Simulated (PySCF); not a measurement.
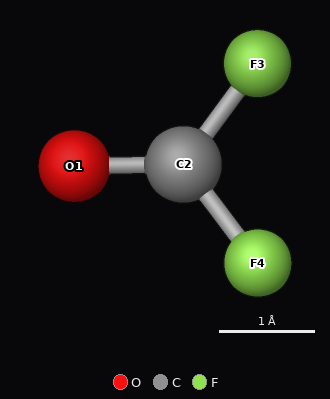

**Figure 1.** The input geometry (ball-and-stick view, seen on its broad side; atoms are numbered from 1 in the order of the input).

**NMR shielding calculation of CF2O**

System: CF2O (carbonyl fluoride), SMILES O=C(F)F.
Method: GIAO PBE0/pcSseg-1 NMR shielding, non-relativistic, gas phase (PySCF 2.14.0).

The geometry comes from this level: GFN2-xTB. Figures and captions count atoms from 1; the log counts them from 0 in places.

### What the program printed
```
coarse grid: 4344 points
cycle   1  E = -312.4722795294  dE =  8.443e-01  |g| = 9.766e-01  |ddm| = 1.791e+00
cycle   2  E = -312.0682855897  dE =  4.040e-01  |g| = 1.818e+00  |ddm| = 1.215e+00
cycle   3  E = -312.6324684443  dE = -5.642e-01  |g| = 2.414e-01  |ddm| = 8.693e-01
cycle   4  E = -312.6411581868  dE = -8.690e-03  |g| = 7.102e-02  |ddm| = 1.390e-01
cycle   5  E = -312.6418935048  dE = -7.353e-04  |g| = 7.062e-03  |ddm| = 2.709e-02
cycle   6  E = -312.6419027575  dE = -9.253e-06  |g| = 1.374e-03  |ddm| = 3.749e-03
final grid: 45624 points
cycle   7  E = -312.6884575030  dE = -5.590e-06  |g| = 1.073e-02  |ddm| = 1.125e-02
cycle   8  E = -312.6884084584  dE =  4.904e-05  |g| = 1.992e-02  |ddm| = 1.340e-02
cycle   9  E = -312.6884765380  dE = -6.808e-05  |g| = 1.227e-03  |ddm| = 9.135e-03
cycle  10  E = -312.6884767491  dE = -2.111e-07  |g| = 1.390e-04  |ddm| = 5.250e-04
cycle  11  E = -312.6884767521  dE = -2.973e-09  |g| = 4.716e-05  |ddm| = 8.875e-05
cycle  12  E = -312.6884767525  dE = -4.047e-10  |g| = 6.672e-06  |ddm| = 2.708e-05
```

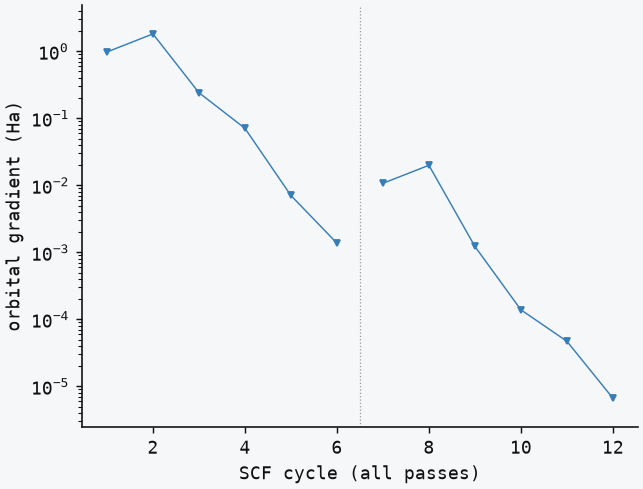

**Figure 2.** Convergence of the self-consistent field: orbital gradient against the SCF cycle. The dotted line marks the change from a coarse to the final integration grid. The first 6 cycles use a coarse grid, the final grid takes over at cycle 7, and the field converges after 12 cycles in all.

```
converged SCF energy = -312.6884767525

GIAO shielding tensors (ppm)
atom      isotropic    diamagn.    paramagn.     s11        s22        s33       span
  0 O       20.003     397.030    -377.027   -162.560    -36.706    259.276    421.837
  1 C       42.898     248.199    -205.301    -65.773     36.811    157.655    223.428
  2 F      196.178     471.670    -275.492     44.131    207.994    336.408    292.278
  3 F      196.239     472.389    -276.150     44.189    208.058    336.472    292.283
```

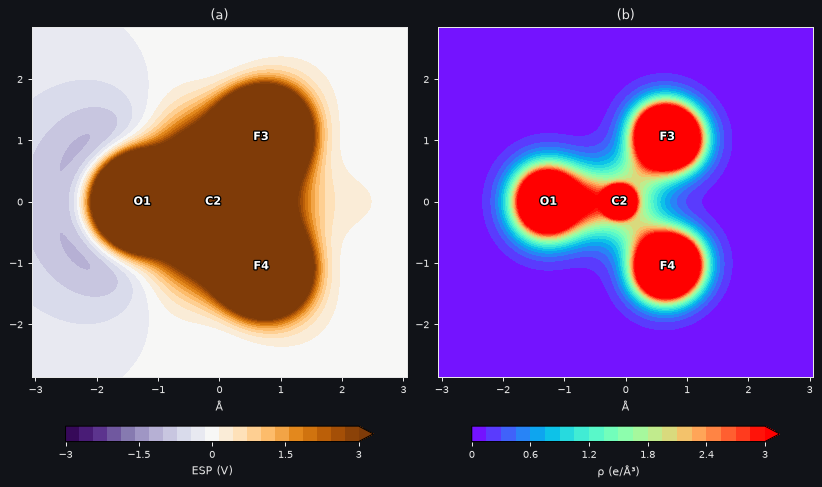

**Figure 3.** (a) electrostatic potential; (b) total electron density on the molecular plane. The plane passes through O, C and F nuclei. C–O (1.16 Å): ρ at the midpoint is about 3.7 e/Å³.

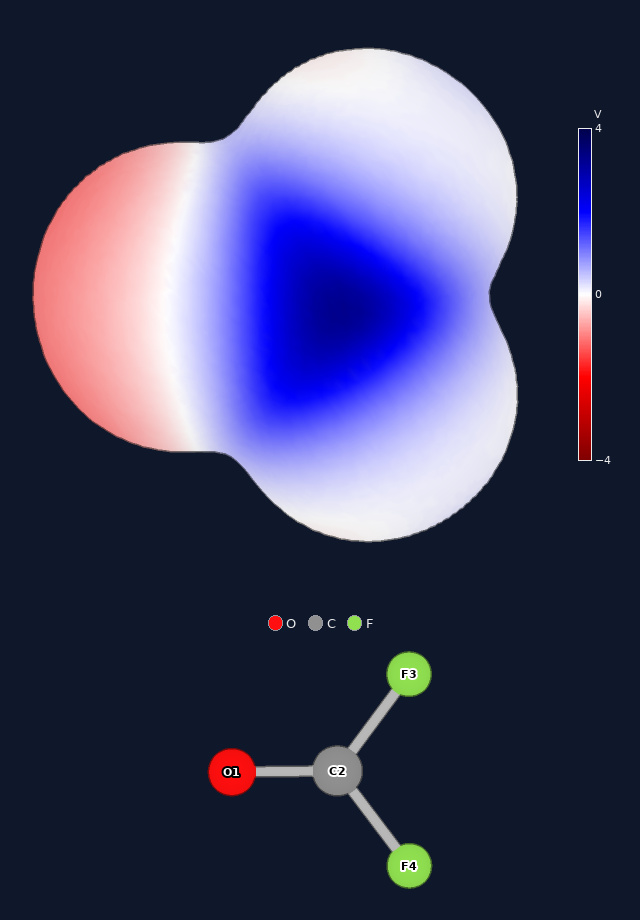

**Figure 4.** The molecular electrostatic potential painted on the density surface at 0.004 e/bohr³, seen face on; red is negative and blue positive. The bare structure is drawn below in the same view. A positive charge is drawn to the negative regions and a negative charge to the positive ones. Its dipole moment is 0.98 D.

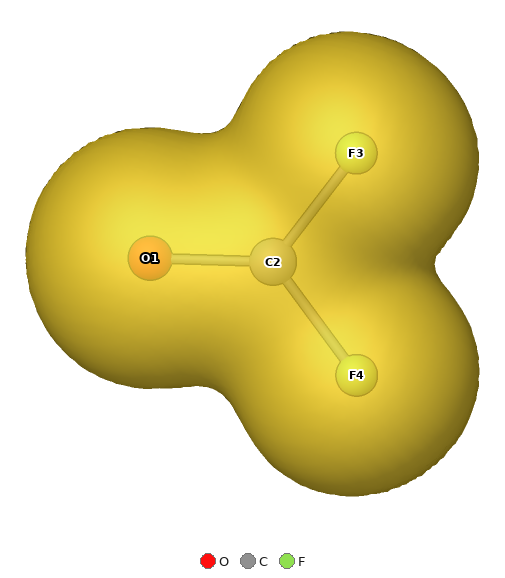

**Figure 5.** Isosurface of the total electron density at 0.1 e/Å³ (yellow), seen at a tilt. At this value the surface is in one piece. On the grid the lowest density along these lines, outside the cores, is 3.2 e/Å³ (C–O, 1.16 Å) and 2 e/Å³ (C–F, 1.32 Å).

This output came from the following input.

### The input
```
{"job": {"kind": "nmr", "xc": "PBE0", "basis": "pcSseg-1"}, "charge": 0, "multiplicity": 1}
O     -0.317733     1.121067     0.804644
C     -0.023968     0.093449     0.356853
F      1.014287    -0.643455     0.692069
F     -0.662352    -0.566288    -0.586866
```

The first line tells a small driver script what to run in PySCF; the rest is the geometry in Å.

Launched with:
```bash
OMP_NUM_THREADS=1 python <driver script> task.json out
```

### Key numbers

| quantity | value |
| --- | --- |
| outcome | converged |
| total energy | −312.688477 hartree |
| HOMO | −10.51 eV |
| LUMO | −0.37 eV |
| dipole moment | 0.98 D |
| isotropic shielding, O | 20.0 ppm |
| isotropic shielding, C | 42.9 ppm |
| isotropic shielding, F | 196.2 to 196.2 ppm |
| hardware | 1 CPU thread, shared host |
| wall time | 5.1 s |
| peak memory | 0.31 GiB |
